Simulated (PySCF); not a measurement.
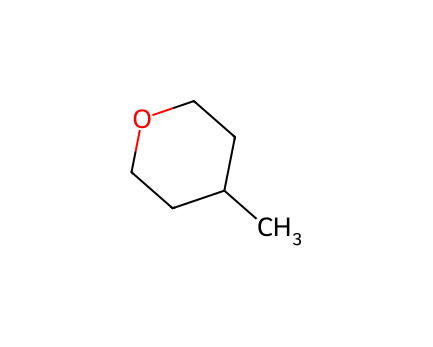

A structural formula.

**Give its SMILES.**

CC1CCOCC1

**Give the formula, hydrogens included.**

C6H12O.

**An optimisation with GFN2-xTB gave a structure of which point group?**

Cs.

The parts below concern this one geometry. Atoms keep their numbers from picture to picture. Computed geometry: GFN2-xTB optimisation. No frequency run is at hand to confirm it as a minimum.

### Shape

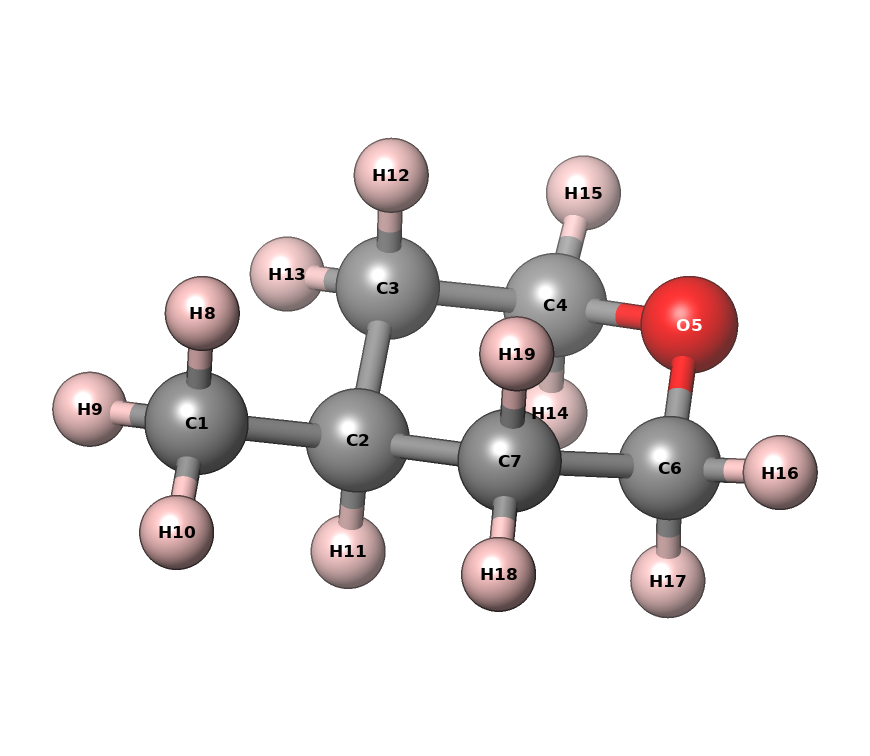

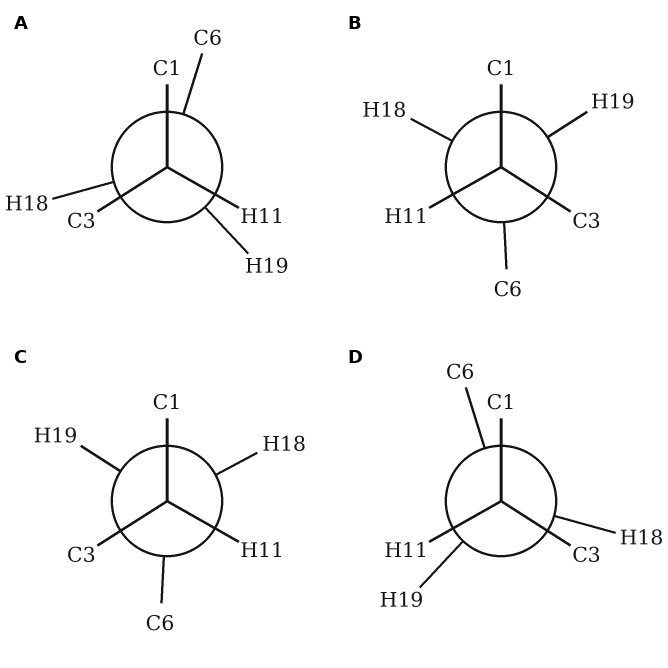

Atoms fade into the background with distance from the viewer. Bonds that would overlap in a projection are set slightly apart. No frequency run is at hand to confirm it as a minimum.

**Which Newman projection shows the view along C2–C7, with C2 in front?**

C. The torsion angle C1–C2–C7–C6 is −177°, antiperiplanar (anti).

### NMR shielding

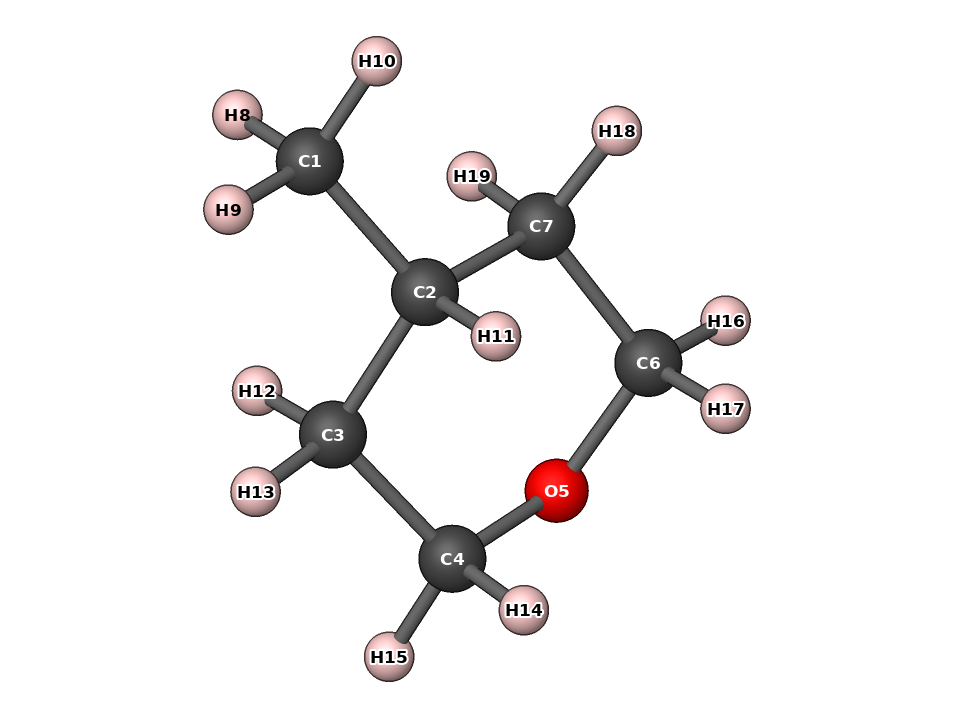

The questions are on isotropic NMR shieldings of the H atoms. No frequency run is at hand to confirm it as a minimum. Method: GIAO PBE0/pcSseg-1 NMR shielding, non-relativistic, gas phase (PySCF 2.14.0).

List the isotropic NMR shieldings of the H atoms.

| atom | σ (ppm) |
| --- | --- |
| H8 | 30.99 |
| H9 | 30.60 |
| H10 | 30.60 |
| H11 | 30.46 |
| H12 | 30.59 |
| H13 | 30.43 |
| H14 | 28.28 |
| H15 | 27.56 |
| H16 | 27.56 |
| H17 | 28.29 |
| H18 | 30.43 |
| H19 | 30.59 |

### Electronic properties

No frequency run is at hand to confirm it as a minimum. Properties computed with PBE0/def2-SVPD, gas phase (PySCF 2.14.0). Excitations: vertical, linear response.

What does the calculation give?

- dipole moment: 1.51 D
- HOMO energy (Kohn–Sham orbital): −7.21 eV
- LUMO energy (Kohn–Sham orbital): 0.82 eV
- HOMO–LUMO gap: 8.03 eV
- mean static polarisability: 74.5 bohr³
- lowest vertical singlet excitation: 6.99 eV
- its oscillator strength: 0.013
- brightest of the 6 lowest singlets: 7.37 eV
- its oscillator strength: 0.06

### Bond orders

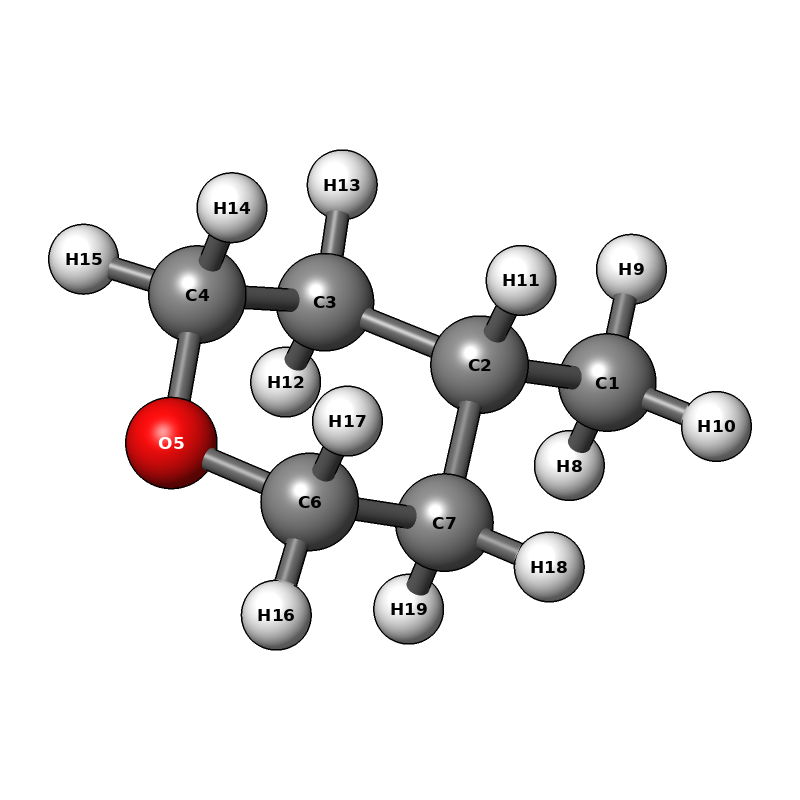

Every bond is drawn as one stick. No frequency run is at hand to confirm it as a minimum. Level of theory: PBE0/pcSseg-1 (PySCF 2.14.0).

List the Mayer bond orders of C1–C2, C1–H8, C1–H9, C2–C3, C2–H11, C4–O5, C3–C4, C4–H15, C4–H14, C3–H13, C3–H12 (one bond of each equivalent set).

| bond | Mayer order | length (Å) |
| --- | --- | --- |
| C1–C2 | 1.05 | 1.525 |
| C1–H8 | 0.96 | 1.088 |
| C1–H9 | 0.96 | 1.088 |
| C2–C3 | 1.00 | 1.531 |
| C2–H11 | 0.94 | 1.097 |
| C4–O5 | 0.94 | 1.409 |
| C3–C4 | 1.03 | 1.529 |
| C4–H15 | 0.96 | 1.092 |
| C4–H14 | 0.94 | 1.103 |
| C3–H13 | 0.95 | 1.091 |
| C3–H12 | 0.94 | 1.092 |
